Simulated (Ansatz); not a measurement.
```xyz
6

O    -0.3103   -1.6092    0.5744
W     0.0268   -0.0876   -0.0255
F     1.5638    0.3882    0.8889
F    -1.2929    0.1586   -1.2992
F     1.1564   -0.2897   -1.4790
Cl   -1.1016    1.3758    1.2941
```

Geometry: PBE0-D4/def2-TZVP; core potentials replace the inner electrons of W.

Level of theory: RKS PBE0-D4/def2-TZVPP (Ansatz 0.2.0).

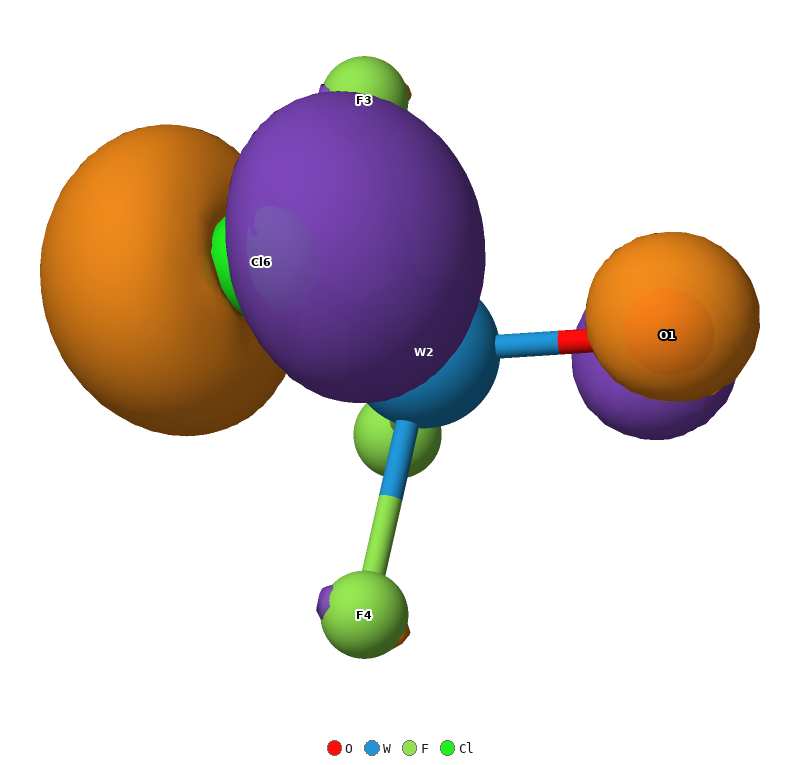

ClF3OW (SMILES [O]=[W]([F])([F])([F])[Cl]). The HOMO−1 at ±0.15 Å⁻³ᐟ² (orange and purple are the two phases), seen at an oblique angle.

**Where does this orbital lie, and at what energy?**

By Hirshfeld shares it lies mainly on Cl6 (about 80 %) and O1 (about 10 %); largely a lone pair of Cl6. Its energy is −10.34 eV.
